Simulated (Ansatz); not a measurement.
Results of r²SCAN-D4 (PAW; Ansatz, an electronic-structure program) for rock-salt LaS.

Run with plane-wave cutoff 560 eV, 16×16×16 k mesh, Fermi–Dirac smearing 0.05 eV, scalar-relativistic PAW data made under PBE.

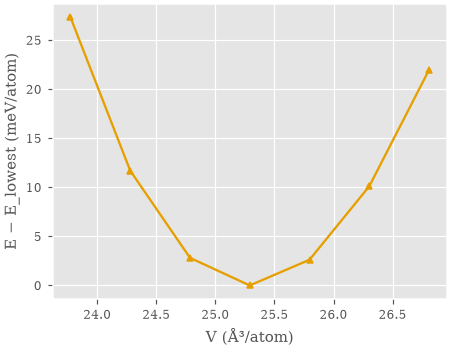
*Total energy against volume*

Problem. From the curve, estimate the equilibrium volume and the bulk modulus.

Solution. V0 ≈ 25.3 Å³/atom and B0 ≈ 86 GPa; the fit gives V0 = 25.291 Å³/atom, B0 = 86.0 GPa, B′ = 4.5.

Note: the relaxation could not lower the start's symmetry, so the cell can be a saddle point above a distorted one.

Spin–orbit coupling is not included; it can open a gap where bands touch, and shift volumes and moduli.

Static lattice: no zero-point or thermal effects.
